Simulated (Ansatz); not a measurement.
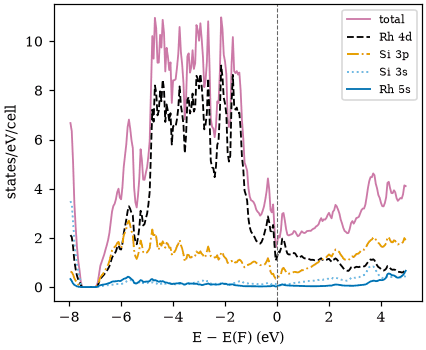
Figure. Total and projected density of states of SiRh in space group Pnma (No. 62; Si on 4c, Rh on 4c), PBEsol (plane waves, PAW; program Ansatz)

Q: Which orbitals carry the states next to the Fermi level?

A: Within 0.5 eV of the Fermi level: Rh 4d 67 %, Si 3p 24 %. Projections are on Löwdin-orthogonalised atomic valence shells; empty p or d shells of many metals are not among them.

Q: Where is the tallest occupied peak in this window, and what makes it?

A: Near -2.1 eV, about 11 states/eV per cell; the largest projected share is Rh 4d.

The workflow started from a Materials Project entry (that database holds measured and hypothetical structures alike); the Crystallography Open Database copy checked does not list it. COD files the formula under space group No. 14. Its standing as an ambient phase is unchecked. The PBEsol relaxation kept the symmetry of its start; whether a distortion lowers the energy is not shown. The run is not spin-polarised. Spin–orbit coupling is left out wherever it is not named.

Potentials: the earlier of the program's two PAW sets. The files were generated under PBE; for other functionals the program regenerates the frozen cores, and for LDA and PBEsol the local potential too.
